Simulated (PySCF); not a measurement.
| atom | x (Å) | y (Å) | z (Å) |
| --- | --- | --- | --- |
| Si | -0.1748 | 0.0394 | 0.0424 |
| C | -0.1760 | 0.2912 | 1.8819 |
| C | -0.8506 | 1.2897 | 2.4637 |
| H | 0.3862 | -0.4033 | 2.5207 |
| H | -1.4263 | 2.0028 | 1.8640 |
| H | -0.8610 | 1.4338 | 3.5502 |
| C | 1.5545 | 0.1090 | -0.6560 |
| C | 2.6097 | 0.5354 | 0.0487 |
| H | 1.7228 | -0.2051 | -1.6960 |
| H | 2.5064 | 0.8645 | 1.0896 |
| H | 3.6202 | 0.5849 | -0.3741 |
| O | -1.1585 | 1.2167 | -0.5779 |
| C | -1.5233 | 1.3287 | -1.9249 |
| H | -0.6745 | 1.6563 | -2.5529 |
| H | -2.3205 | 2.0825 | -2.0152 |
| H | -1.9036 | 0.3736 | -2.3266 |
| O | -0.8558 | -1.4094 | -0.4227 |
| C | -0.2803 | -2.6705 | -0.2450 |
| H | 0.7805 | -2.6986 | -0.5574 |
| H | -0.8323 | -3.4056 | -0.8513 |
| H | -0.3296 | -2.9999 | 0.8091 |

Geometry: PBE0-D3(BJ)/def2-SVP.

These are results of PySCF 2.14.0, PBE0/pcSseg-1, SCF density, gas phase, non-relativistic, not measurements.

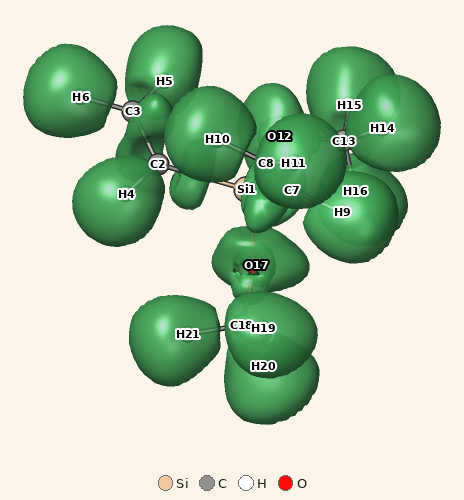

C$_{6}$H$_{12}$O$_{2}$Si (Si(vinyl)2(OMe)2). Isosurface of the ELF at 0.75 (green), seen at a tilt. Only the valence region is drawn (cores and ρ < 0.01 e/Å³ removed).

Q: Describe the localisation domains.

A: The ELF exceeds this value in two regions between bonded C–C atoms (shared pairs), two regions between bonded C–Si atoms (shared pairs), twelve regions around hydrogen nuclei and two regions on O in which the atom's valence shell and bonds are merged.

Values along the shortest contacts:
C–C (1.34 Å): the ELF peaks at about 0.90 between the atoms; a multiple bond. C–O (1.40 Å): the ELF peaks at about 0.90 between the atoms (a polar covalent bond).
